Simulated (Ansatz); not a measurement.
Species, as SMILES: Cl[Se]Cl.
Atoms: Se1, Cl2, Cl3. Bonds: Se1-Cl2, Se1-Cl3.

Basis-set convergence of the lowest harmonic wavenumber at PBE with Ansatz (a program for electronic structure). Each level at its own minimum, finite differences of forces, unscaled; the reference is a large set that could be run, not a limit. Cartesian d functions, on some or all atoms, in 3-21G, 6-31G**, 6-311G**; all else is spherical. The program fits the integrals of some runs and decomposes those of others, by size. No added dispersion term, no relativity. Reference: the value in aug-pcseg-2, 150 cm⁻¹. Deviations are taken from unrounded values.

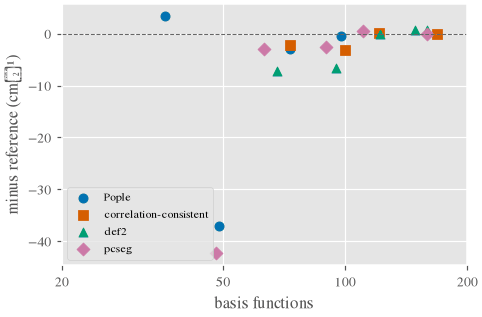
Deviation from the reference against the number of basis functions, by family of sets.

```tsv
basis	functions	lowest harmonic wavenumber (cm⁻¹)	minus reference (cm⁻¹)
STO-3G	36	153	3
pcseg-0	48	107	-42
3-21G	49	113	-37
pcseg-1	63	147	-3
def2-SVP	68	143	-7
6-31G**	73	147	-3
cc-pV(D+d)Z	73	148	-2
aug-pcseg-1	90	147	-3
def2-SVPD	95	143	-7
6-311G**	98	149	-1
aug-cc-pV(D+d)Z	100	146	-3
pcseg-2	111	150	1
cc-pV(T+d)Z	121	150	0
def2-TZVP	122	150	0
def2-TZVPD	149	150	1
aug-pcseg-2	159	150	0
def2-TZVPPD	159	150	1
aug-cc-pV(T+d)Z	169	150	0
```
